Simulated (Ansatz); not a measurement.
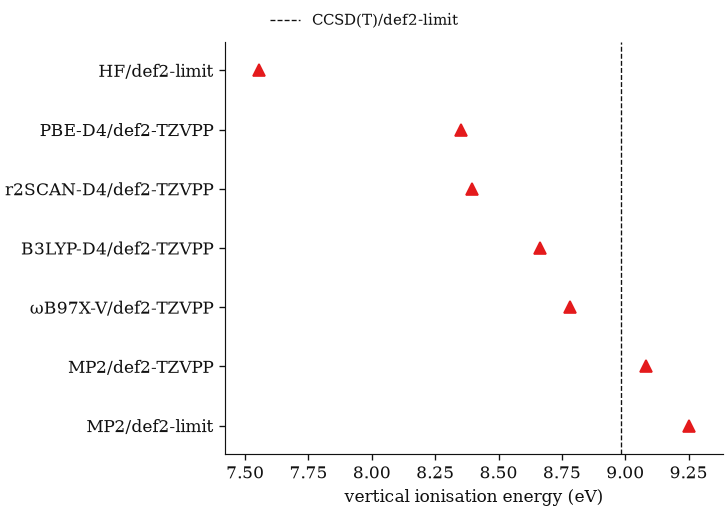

Vertical ionisation energy of C₃H₁₂N₂Si, SMILES C[Si](C)(C)NN, taken as the energy of the cation less that of the neutral at fixed geometry (unrestricted doublet cation, cores frozen in correlated methods, no spin-orbit coupling), the Ansatz code 0.2.0, at a PBE0-D4/def2-TZVP geometry (no frequency check). Limit means an estimate of the basis limit from triple and quadruple zeta; for coupled cluster it is either extrapolated directly or built as the MP2 limit plus the step from MP2 in triple zeta. The distance of MP2/def2-TZVPP to the limit includes basis error.

**What range do the values span, the line included?**

From 7.56 eV (HF/def2-limit) to 9.25 eV (MP2/def2-limit).

**Which level comes closest to the line (CCSD(T)/def2-limit), and which misses most?**

Closest MP2/def2-TZVPP (9.08 eV), against 8.98 eV; farthest HF/def2-limit (7.56 eV).
